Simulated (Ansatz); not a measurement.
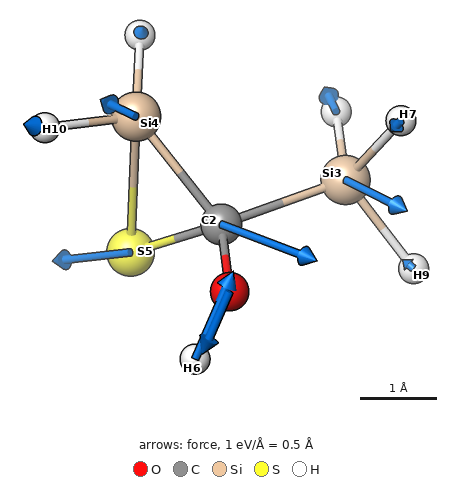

Starting geometry of CH6OSSi2 (coarse preliminary run) with the computed forces as blue arrows. The picture is a ball-and-stick view, seen at a tilt.

The start comes from a force field.

Level of theory: Ansatz, RKS PBE-D4/def2-SVP. Set-up: force threshold 0.03 eV/Å; at most 200 steps.

> Is this structure relaxed? If not, where do the atoms go?

It isn't relaxed: the largest force vector, on the C atom, is 3.37 eV/Å. The final displacements follow the starting forces only in part (cosine between the two patterns 0.36). Over 14 accepted moves (15 points after the start) the energy falls by 0.971 eV. The largest force component goes from 2.5 to 0.025 eV/Å. The line search rejected the trial step at point 12 of the run. The largest move after the best rigid fit is that of an H atom, 0.96 Å. By element the largest moves are H 0.96 Å, Si 0.48 Å, S 0.37 Å, O 0.16 Å, C 0.13 Å. Near-neighbour distances that change, for instance: C–S 1.699 → 1.985 Å, S–Si 2.244 → 2.120 Å, H–O 1.049 → 0.979 Å, H–Si 1.439 → 1.502 Å. Among the angles between lasting bonds that change: S–Si–H 99.8° → 120.1°, S–Si–H 102.0° → 117.7°, Si–C–S 78.6° → 66.3°. Groups turn about C–O by about 80°.
